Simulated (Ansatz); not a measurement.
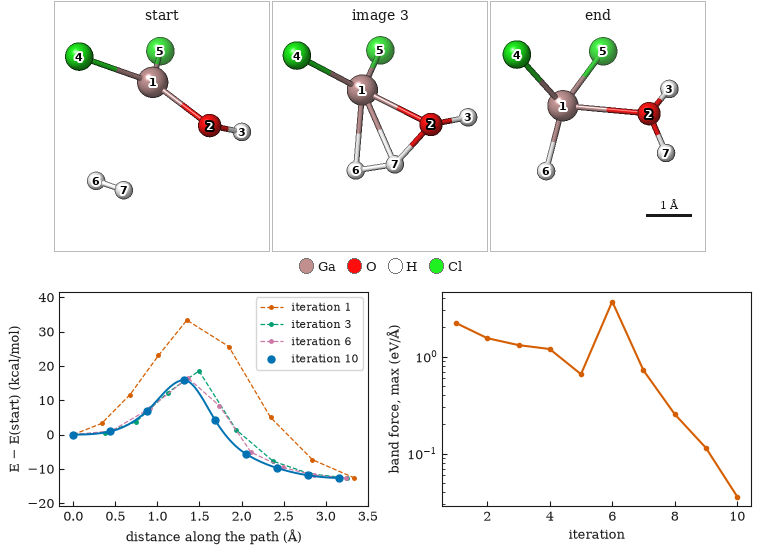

A search for the minimum-energy path of GaH3OCl2, made up at the start of GaHOCl₂ and H$_{2}$ by the nudged elastic band. Images are numbered from 0 (start) to 8 (end). The plot follows the band through its iterations. A ball-and-stick model, seen face on.

These are results of RKS PBE-D4/def2-SVP (Ansatz), not measurements. Run with 7 movable images; climbing image; force threshold 0.05 eV/Å; iteration limit 60; starting path through a guess of the saddle point.

**Judge this run.**

The result is final at these settings. The band converged in 10 iterations. The largest component of the band force went from 2.2 to 0.036 eV/Å. The climbing image converged on the top of the path. Its vibrational analysis gives one imaginary mode (1051i cm⁻¹), as a transition state must have. The first iteration put the highest image at 33.4 kcal/mol. The highest point, image 3, lies 15.9 kcal/mol above the start and 28.5 kcal/mol above the end; the end is at −12.6 kcal/mol relative to the start.

Limits of the set-up: the start holds two separate molecules, 2.6 Å apart at their closest, whose relative position is a soft coordinate.

The run took 120 s on 2 threads of Arm Neoverse V1, on a shared host, peak memory 0.16 GiB.
